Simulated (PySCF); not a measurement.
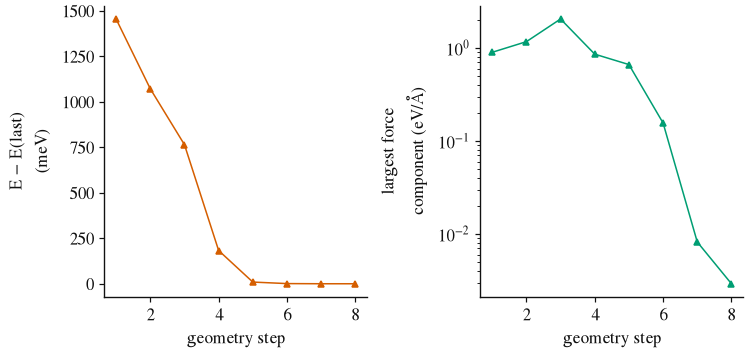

History of a geometry optimisation. The run: BiF3 (SMILES [F][Bi]([F])[F]), by RKS-based r2SCAN, Bi def2-TZVP with ECP60, F def2-TZVP; non-relativistic Hamiltonian with scalar-relativistic core potentials; density fitting in PySCF. The start has point group Cs, which is kept, and the end C3v. A held symmetry can leave a saddle point.

The optimisation met its thresholds at geometry 8, counting the start as the first. The energy fell by about 1500 meV from the first step to the last. The largest force component goes from about 0.9 eV/Å at the start to 2.9 × 10⁻³ eV/Å at the end, with a peak of 2.1 eV/Å at step 3.
